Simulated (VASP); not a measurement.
Band structure of TiAu (space group Pmma). Calculation: PBEsol GGA, VASP's PBE PAW potentials (set 64) (plane waves; VASP).

The run has a spin-polarised start. Unless said otherwise, spin-orbit coupling is left out, though it shifts the bands of the heavy elements here.

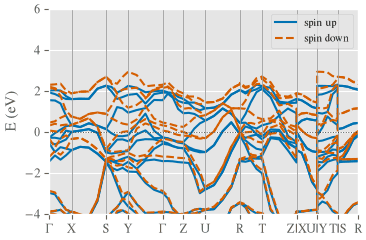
Fig. 1. Bands along high-symmetry lines, zero at the valence-band maximum or, without a gap, the Fermi level

Question: Read the plot: is there a gap, and where are the band edges?

Answer: It has no gap at this level: it comes out as a metal or semimetal.

The structure comes from a computed database's TiAu entry (Pmma); how it stands against other phases isn't given here. The cell was not relaxed at this level. The k-mesh is coarse (spacing up to 0.32 per Å, 2π included), so the numbers may not be converged in it.
